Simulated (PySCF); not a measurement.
**K₃S⁺: relaxation and vibrations of the singlet**

Where does singlet K₃S⁺ go from a trigonal planar start, is the end point a minimum, and what are its modes, charges and moments?

Program: PySCF 2.14.0. Level of theory: PBE0, basis S def2-TZVP, K def2-TZVP, no relativity, density fitting. These are calculated values, not measurements.

**1. The system as given**

4 atoms, charge 1, spin multiplicity 1.

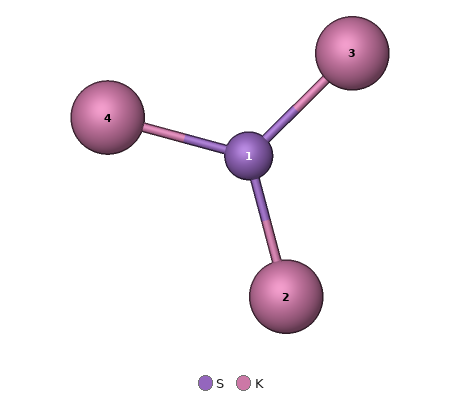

Start geometry, drawn with sulfur purple, potassium pink; atoms are numbered from 1 in the order of the file.

Coordinates in bohr (charge 1 multiplicity 1):
```
S     0.0000    0.0000    0.0000
K     5.5372    0.0000    0.0000
K    -2.7686    4.7954    0.0000
K    -2.7686   -4.7954    0.0000
```

**2. Relaxation: trigonal planar start, singlet**

The steps below are one call of a driver around PySCF. For each, scf.py gives the equivalent set-up of the SCF; relaxations use the driver's own optimiser. Before each start the driver seeks the lowest SCF state from one or more starting densities and follows internal instabilities, so scf.py alone need not reach the same state.

The program finds D3h symmetry in the start, which this walk keeps.

Input file scf.py:

```python
from pyscf import gto, scf, dft
mol = gto.M(atom='''
S      0.000000    -0.000000     0.000000
K      2.930184     0.000014    -0.000000
K     -1.465104     2.537607     0.000000
K     -1.465080    -2.537621    -0.000000''',
    basis={'S': 'def2-TZVP', 'K': 'def2-TZVP'},
    charge=1, spin=0)
mf = dft.RKS(mol, xc='PBE0')
mf.grids.atom_grid = (50, 194)
aux = {'S': 'def2-universal-JKFIT', 'K': 'def2-universal-JKFIT'}
mf = mf.density_fit(auxbasis=aux)
mf.kernel()
```

After this run come: Vibrations and properties at this point.

Q: Predict the outcome of this session. Wanted: minimum; geometry; wavenumbers; dipole moment; highest occupied, lowest empty level; polar-tensor charge of S1; zero-point energy.

**Answer**, as computed:

```
                            quantity                                    value
                             minimum                             singlet, D3h
                            geometry      S–K 2.832 Å (×3); K–S–K 120.0° (×3)
                  wavenumbers (cm⁻¹)  56 (e'), 63 (a2''), 167 (a1'), 270 (e')
      dipole moment (centre of mass)                                   0.00 D
highest occupied, lowest empty level                          -7.14, -3.66 eV
           polar-tensor charge of S1                                  -1.38 e
                   zero-point energy                               5.3 kJ/mol
                 entropy at 298.15 K                          364.9 J/(mol K)
```

In words: The molecule stays D3h, as typed, and the end point is a minimum. The strongest infrared band lies at 270 cm⁻¹ (e'). Other starts or spin states, not run here, may lie lower. Modes under about 90 cm⁻¹ are uncertain by tens of cm⁻¹.
